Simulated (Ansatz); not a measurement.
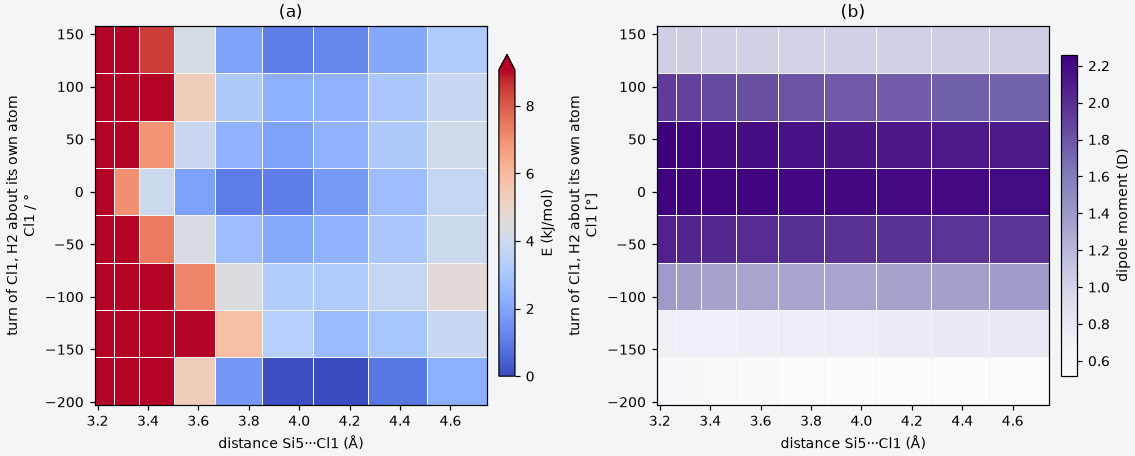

The pair ClH···CH₆OSi. 
- The turn is about an axis along (−0.05, −0.96, −0.28) in the frame of the relaxed pair, normal to the line between the partners.
- Coordinates scanned: (1) distance Si5···Cl1; (2) turn of Cl1, H2 about its own atom Cl1.
- The grid has 9 × 8 points.
- Points are written as (first, second).
- Energies are in kJ/mol, from the lowest grid point.
- Level of theory: Ansatz, RKS PBE-D4/def2-SVPD.

Panel (a) is the energy; panel (b) is the computed dipole moment, in D.

Drawn: one coloured cell a grid point, one colour for all values above the top of the scale.

How does the dipole moment vary over the map, and what is it at the lowest grid point?

Leaving out the highest fifth of the energies, it runs from 0.52 D at (4.162 Å, −180°) to 2.25 D at (3.226 Å, 0°). At the lowest grid point, (4.162 Å, −180°), it is 0.52 D.
